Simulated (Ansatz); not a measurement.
# SiF+ (triplet): one geometry, many settings

What do other methods and options give for SiF+ (triplet) at this geometry, and how long do they take?

The runs use Ansatz 0.2.0, Gaussian basis; the settings change from run to run.

19 further runs of the same task are left out: 6 for a known fault of the program, 7 that didn't finish, 6 set aside as unsound or not needed.

## (1) The system

The geometry is a PBE0/def2-TZVP stationary point (not a proven minimum).

2 atoms, charge 1, spin multiplicity 3.

Atoms are counted from 1 here; the program's logs count them from 0.

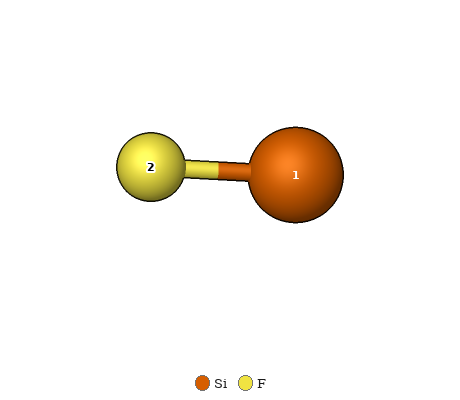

The geometry (silicon orange, fluorine yellow); atoms are numbered from 1 in the order of the file.

## (2) CISDT/STO-3G

Input file in.yaml:

```yaml
crystal:
  periodic: [false, false, false]
  atoms:
    - {symbol: Si, position_ang: [0.000000, 0.000000, 0.000000]}
    - {symbol: F, position_ang: [0.000000, 0.000000, 1.554800]}
basis:
  gaussian: {orbitals: STO-3G}
total_charge: 1
magnetization: {spin_polarized: false, initial_magnetization: 2}
correlation: {active_space: {ras: {orbitals: [4, 2, 2], electrons: 10, max_holes: 3, max_particles: 3}, fixed_orbitals: true}}
```

Started as:

```
ansatz run in.yaml --threads 1 --pin off --events-out ev --progress --plain --max-ram 2393MiB
```

What it wrote:

```text
Functional definition: HF
  name "HF"
  cite "Fock, Z. Phys. 61, 126 (1930) doi:10.1007/BF01340294"
  parent pbe
  exchange = exact_x
  correlation = 0
162 factors; integrals over basis functions are off by at most 2.6e-5 eV
mean field evaluation 1: about -10425.5548 eV, gradient 2.4e1 eV
mean field evaluation 2: about -10425.5828 eV, gradient 2.4e1 eV
mean field evaluation 4: about -10429.7833 eV, gradient 3.4e0 eV
mean field evaluation 8: about -10429.9752 eV, gradient 4.5e-2 eV
mean field evaluation 16: about -10428.7235 eV, gradient 1.6e-1 eV
mean field evaluation 32: about -10428.5241 eV, gradient 1.3e-1 eV
mean field evaluation 64: about -10429.9741 eV, gradient 1.7e-1 eV
mean field evaluation 96: about -10428.7211 eV, gradient 1.9e-6 eV
mean field -10429.97325578 eV, -383.2944474603 hartree, gradient 7.5e-7 eV, S^2 2.000000; 9 other end points of the search recorded, 0 dependent functions left out
reference -10429.97325578 eV, -383.2944474603 hartree; 12, 10 occupied and 2, 4 virtual orbitals, 162 factors
state -10431.73751343 eV, -383.3592827328 hartree
Total energy: -10431.73751343 eV, -383.3592827328 hartree
```

Wall time 1.1 s (1 thread of Intel Xeon at 2.50GHz, shared host).

From the report: 512 determinants.

## (3) MP2 on ROHF/def2-mTZVP

Input file in.yaml:

```yaml
crystal:
  periodic: [false, false, false]
  atoms:
    - {symbol: Si, position_ang: [0.000000, 0.000000, 0.000000]}
    - {symbol: F, position_ang: [0.000000, 0.000000, 1.554800]}
basis:
  gaussian: {orbitals: def2-mTZVP}
total_charge: 1
magnetization: {spin_polarized: false, initial_magnetization: 2}
correlation: {method: mp2, electrons: outside_noble_gas}
accuracy: high
scf: {lower_state_search: off}
```

The command is unchanged.

What it wrote (excerpt; [...] marks lines left out):

```text
Functional definition: HF
  name "HF"
  cite "Fock, Z. Phys. 61, 126 (1930) doi:10.1007/BF01340294"
  parent pbe
[...]
634 factors; integrals over basis functions are off by at most 3.4e-9 eV
[...]
mean field -10558.29777663 eV, -388.0102866199 hartree, gradient 5.2e-8 eV, S^2 2.000000; 0 other end points of the search recorded, 0 dependent functions left out
6 core orbitals not correlated: weight in the atoms' cores, before any rotation towards them, 1.000 or more for the frozen orbitals, at most 0.000 for the correlated occupied ones
reference -10558.29777663 eV, -388.0102866199 hartree; 6, 4 occupied and 29, 31 virtual orbitals, 634 factors
second order -6.21020053 eV of doubles, -0.01641191 eV of singles
Total energy: -10564.52438906 eV, -388.2391104063 hartree
Checks for a lower state left out: stability, starts, cluster_reference, orbital_swaps, neighbouring_geometries, increment
```

Run time: 0.82 s. Hardware: 1 thread of Intel Xeon at 2.50GHz, shared host.

## (4) NEVPT2(6,7)/6-31G*

Input file in.yaml:

```yaml
crystal:
  periodic: [false, false, false]
  atoms:
    - {symbol: Si, position_ang: [0.000000, 0.000000, 0.000000]}
    - {symbol: F, position_ang: [0.000000, 0.000000, 1.554800]}
basis:
  gaussian: {orbitals: "6-31G*"}
total_charge: 1
magnetization: {spin_polarized: false, initial_magnetization: 2}
correlation: {method: sc_nevpt2, electrons: all, active_space: {window: {electrons: 6, orbitals: 7}}}
output: {forces: true}
```

Same command.

What it wrote (excerpt; [...] marks lines left out):

```text
Functional definition: HF
  name "HF"
  cite "Fock, Z. Phys. 61, 126 (1930) doi:10.1007/BF01340294"
  parent pbe
[...]
292 factors; integrals over basis functions are off by at most 1.0e-3 eV
[...]
mean field -10556.58807560 eV, -387.9474562658 hartree, gradient 2.9e-6 eV, S^2 2.000000; 8 other end points of the search recorded, 0 dependent functions left out
reference -10556.58807560 eV, -387.9474562658 hartree; 12, 10 occupied and 22, 24 virtual orbitals, 292 factors
state -10558.21911883 eV, -388.0073959990 hartree
state -10558.21911883 eV, -388.0073959990 hartree; corrected -10562.35370379 eV, -388.1593391939 hartree
state -10558.20241615 eV, -388.0067821867 hartree
state -10558.20241615 eV, -388.0067821867 hartree; corrected -10562.32511751 eV, -388.1582886673 hartree
state -10558.21911883 eV, -388.0073959990 hartree; corrected -10562.35370379 eV, -388.1593391939 hartree
state -10558.19233887 eV, -388.0064118538 hartree
state -10558.19233887 eV, -388.0064118538 hartree; corrected -10562.37508735 eV, -388.1601250250 hartree
state -10558.19233887 eV, -388.0064118538 hartree; corrected -10562.37508735 eV, -388.1601250250 hartree
the orbitals are reached from a further start. From the first start the search ends at -10558.21910346 eV, -388.0073954340 hartree
[...]
WARN: the results are in doubt because another end's mean lies 0.027 eV lower, and its corrected mean 0.021 eV higher
Total energy: -10562.37508735 eV, -388.1601250250 hartree
Atom 0 at     0.000000     0.000000     0.000000 Å, force    -0.000000    -0.000000    -1.302058 eV/Å
Atom 1 at     0.000000     0.000000     1.554800 Å, force     0.000000     0.000000     1.302058 eV/Å
Dipole moment:    -0.000000     0.000000    -0.837177 e Å
In doubt: another end's mean lies 0.027 eV lower, and its corrected mean 0.021 eV higher
```

Wall time 40 s (1 thread of Intel Xeon at 2.50GHz, shared host).

From the report: 304 determinants; active occupations 1.98, 1.98, 1.00, 1.00, 0.02, 0.02, 0.00. Mind the lines of doubt at the end of the log.

## (5) NEVPT4(SD)(8,6)/6-31G

Input file in.yaml:

```yaml
crystal:
  periodic: [false, false, false]
  atoms:
    - {symbol: Si, position_ang: [0.000000, 0.000000, 0.000000]}
    - {symbol: F, position_ang: [0.000000, 0.000000, 1.554800]}
basis:
  gaussian: {orbitals: 6-31G}
total_charge: 1
magnetization: {spin_polarized: false, initial_magnetization: 2}
correlation: {method: fic_nevpt4_sd, electrons: outside_noble_gas, active_space: {window: {electrons: 8, orbitals: 6}}}
```

Launched as before.

What it wrote (excerpt; [...] marks lines left out):

```text
Functional definition: HF
  name "HF"
  cite "Fock, Z. Phys. 61, 126 (1930) doi:10.1007/BF01340294"
  parent pbe
[...]
215 factors; integrals over basis functions are off by at most 1.7e-4 eV
[...]
mean field -10554.68376793 eV, -387.8774742498 hartree, gradient 1.8e-6 eV, S^2 2.000000; 8 other end points of the search recorded, 0 dependent functions left out
reference -10554.68376793 eV, -387.8774742498 hartree; 12, 10 occupied and 10, 12 virtual orbitals, 215 factors
state -10555.38055554 eV, -387.9030807221 hartree
state -10555.38055554 eV, -387.9030807221 hartree; corrected -10558.66913811 eV, -388.0239339025 hartree
Total energy: -10558.66913811 eV, -388.0239339025 hartree
```

Wall time 6 s (1 thread of Intel Xeon at 2.50GHz, shared host).

From the report: 112 determinants; active occupations 2.00, 2.00, 1.98, 1.00, 1.00, 0.02.

## (6) CCSD(T) on UHF/cc-pVTZ

Input file in.yaml:

```yaml
crystal:
  periodic: [false, false, false]
  atoms:
    - {symbol: Si, position_ang: [0.000000, 0.000000, 0.000000]}
    - {symbol: F, position_ang: [0.000000, 0.000000, 1.554800]}
basis:
  gaussian: {orbitals: cc-pVTZ}
total_charge: 1
magnetization: {spin_polarized: true, initial_magnetization: 2}
correlation: {method: ccsd_t, electrons: outside_noble_gas}
accuracy: high
output: {forces: true}
```

Launched as before.

What it wrote (excerpt; [...] marks lines left out):

```text
Functional definition: HF
  name "HF"
  cite "Fock, Z. Phys. 61, 126 (1930) doi:10.1007/BF01340294"
  parent pbe
[...]
887 factors; integrals over basis functions are off by at most 3.9e-9 eV
[...]
mean field -10558.59415931 eV, -388.0211784824 hartree, gradient 3.0e-8 eV, S^2 2.003140; 8 other end points of the search recorded, 0 dependent functions left out
determinant -10558.59415931 eV, -388.0211784824 hartree, with singles and doubles -10566.58919708 eV, -388.3149907014 hartree
determinant -10554.96516177 eV, -387.8878152826 hartree, with singles and doubles -10562.51108319 eV, -388.1651227802 hartree
determinant -10554.71207332 eV, -387.8785144538 hartree, with singles and doubles -10562.28079015 eV, -388.1566596669 hartree
6 core orbitals not correlated: weight in the atoms' cores, before any rotation towards them, 1.000 or more for the frozen orbitals, at most 0.000 for the correlated occupied ones
reference -10558.59415931 eV, -388.0211784824 hartree; 6, 4 occupied and 52, 54 virtual orbitals, 887 factors
second order -7.95422084 eV of doubles, -0.00000000 eV of singles
cycle   1  -8.00134348 eV  change   -9.1e-1 eV  update   2.2e-2
[...]
cycle  23  -8.03534526 eV  change  -2.1e-10 eV  update  4.5e-10
perturbative correction -0.27370252 eV, -0.0100583820 hartree
[...]
Total energy: -10566.90320708 eV, -388.3265303561 hartree
Atom 0 at     0.000000     0.000000     0.000000 Å, force     0.000000    -0.000000    -0.388085 eV/Å
Atom 1 at     0.000000     0.000000     1.554800 Å, force    -0.000000     0.000000     0.388085 eV/Å
Dipole moment:     0.000000     0.000000    -0.798553 e Å
```

Run time: 46 s. Hardware: 1 thread of Intel Xeon at 2.50GHz, shared host; peak memory 0.44 GiB.

From the report: ⟨S²⟩ of the determinant 2.003 (pure triplet: 2.00); correlation -8.3090 eV; T1 0.021; largest double amplitude 0.03.

## (7) All runs side by side

Where basis and cores are those of an earlier UCCSDT(Q)/cc-pVTZ run (-10566.9256 eV), and the state is the same kind, the miss against it is given. † marks a result that the program doubts.

```tsv
level	correlated	functions	energy (eV)	from UCCSDT(Q) (meV)	time
CISDT/STO-3G	outside noble gas	14	-10431.7375		1.1 s
MP2 on ROHF/def2-mTZVP	outside noble gas	41	-10564.5244		0.82 s
NEVPT2(6,7)/6-31G* †	all	34	-10562.3751		40 s
NEVPT4(SD)(8,6)/6-31G	outside noble gas	22	-10558.6691		6 s
CCSD(T) on UHF/cc-pVTZ	outside noble gas	64	-10566.9032	22.4	46 s
```

## (8) Outcome

| quantity | value |
| --- | --- |
| runs | 5 |
| quickest | MP2 on ROHF/def2-mTZVP, 0.82 s |
| slowest | CCSD(T) on UHF/cc-pVTZ, 46 s |

**Reading.** Total energies in different bases, with other cores or another treatment of relativity can't be set against each other. CCSD(T) on UHF/cc-pVTZ took 56 times as long as MP2 on ROHF/def2-mTZVP; the jobs differ in more than the method.
